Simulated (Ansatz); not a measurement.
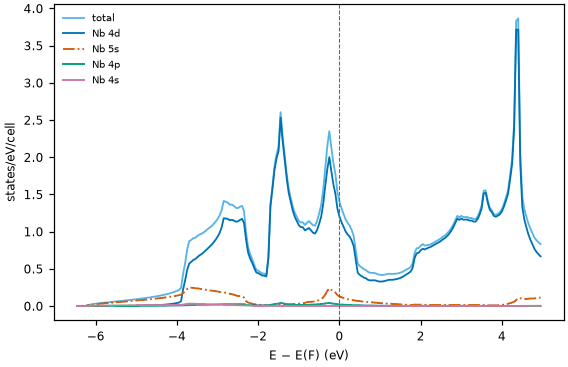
Figure. Total and projected density of states of Nb (bcc (W type), space group No. 229), the program Ansatz at the r²SCAN level (PAW)

Q: Which orbitals carry the states next to the Fermi level?

A: Within 0.5 eV of the Fermi level: Nb 4d 86 %, Nb 5s 9 %. Projections are on Löwdin-orthogonalised atomic valence shells; empty p or d shells of many metals are not among them.

Q: Where is the tallest occupied peak in this window, and what makes it?

A: Near -1.4 eV, about 2.6 states/eV per cell; the largest projected share is Nb 4d.

Space group Im-3m (bcc (W type)). The cell was relaxed with r²SCAN under the symmetry of its start. The run is not spin-polarised. Scalar-relativistic: spin–orbit coupling is off unless named, which matters more the heavier the elements.

Potentials: the earlier of the program's two PAW sets.
